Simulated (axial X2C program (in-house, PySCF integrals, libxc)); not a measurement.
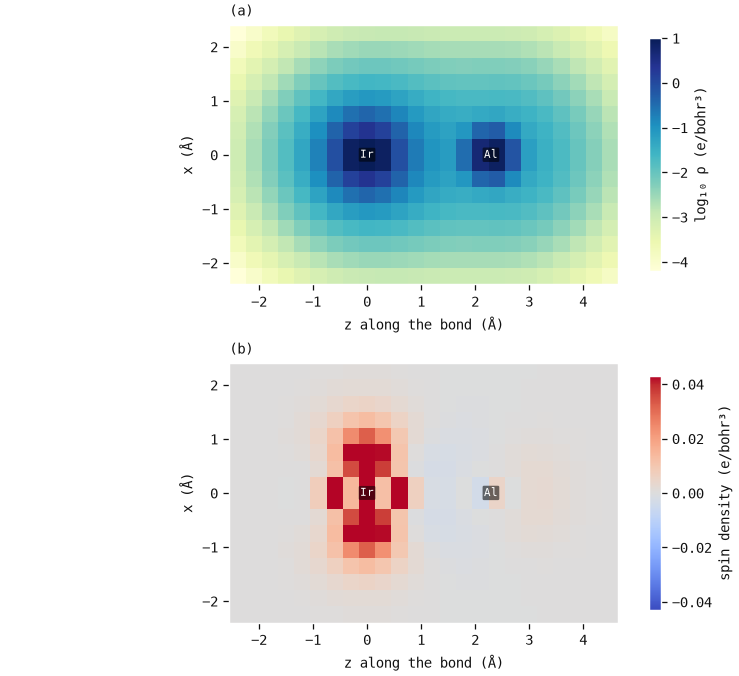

*(a) electron density on a logarithmic scale; (b) spin density, in a plane that holds the axis, at 2.29 Å, on points 0.3 Å apart (one half computed, the other mirrored); the structure near the nuclei is finer than these points.*

Relativistic diatomic calculation, with input and output: IrAl

IrAl, single determinant with Ω = 3. Level asked for: PBE0, two-component X2C with atomic mean-field Coulomb and Gaunt terms, Ir dyall-cv3z, Al dyall-v3z (cores contracted) (axial X2C program (in-house, PySCF integrals, libxc)).

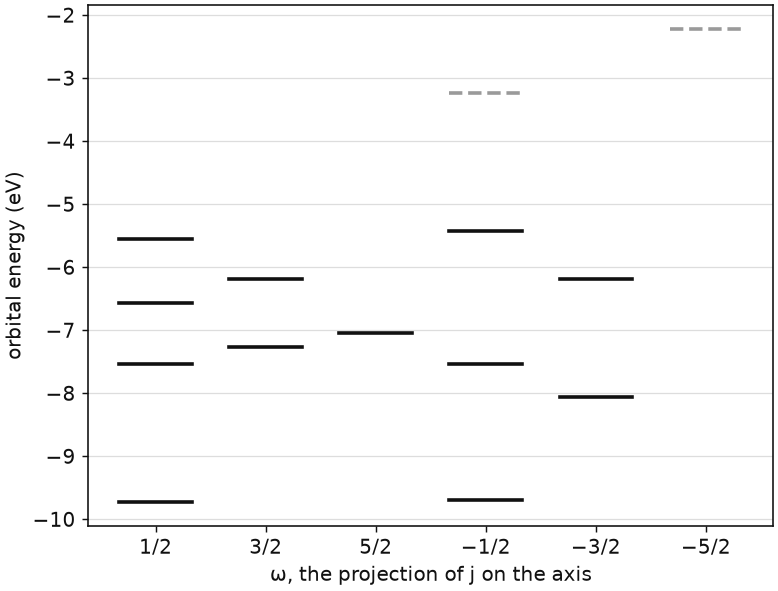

*Orbital energies near the frontier at 2.29 Å, filled (solid) and empty (dashed).*

The highest filled spinor (−1/2; 38 % Ir d, 30 % Al p) lies at −5.43 eV, the lowest empty one (−1/2; 39 % Ir s, 35 % Ir d) at −3.24 eV.

These pictures come from the run below.

Input file:
```
{"zs": [77, 13], "q": 0, "bas": ["dyall-cv3z", "dyall-v3z"], "levels": ["PBE0", "HF", "PW91"], "cc": true, "r0": 2.48, "thr": -2.0, "nmax": 90, "npts": 10, "nst": 2, "ntry": 6}
```

The line is the task of a batch: nuclear charges, charge, bases, the levels to run, a first guess of the distance and further settings. This report covers PBE0 with spin-orbit coupling. The log is that of the reference distance 2.293 Å, started from orbitals converged before.

The run was one of a batch that the task file lists, launched with:
```bash
python <driver script> task.json out
```

Output:
```
two-component X2C + atomic mean field  PBE0
basis functions 227  fitting functions 1189  grid points 5081
iter        total energy     max residual
   1     -18072.975994602     2.53e-05
   2     -18072.975994602     6.30e-06
converged
one-electron -25234.39688767  Coulomb 7317.98176763  exact exchange -91.38040288  xc functional -280.03053652  nuclear repulsion 231.01019980  atomic mean-field constant -16.16013495
```

What the run reported:

| quantity | value |
| --- | --- |
| outcome | not converged in a step after the SCF shown |
| hardware | 1 thread of Arm Neoverse V1, 24 GiB of memory available, shared host |
| wall time | 24 s |
| peak memory | 0.81 GiB |

Diagnosis:

The SCF whose log is shown converged, but a later step did not. The run therefore gave no full result.
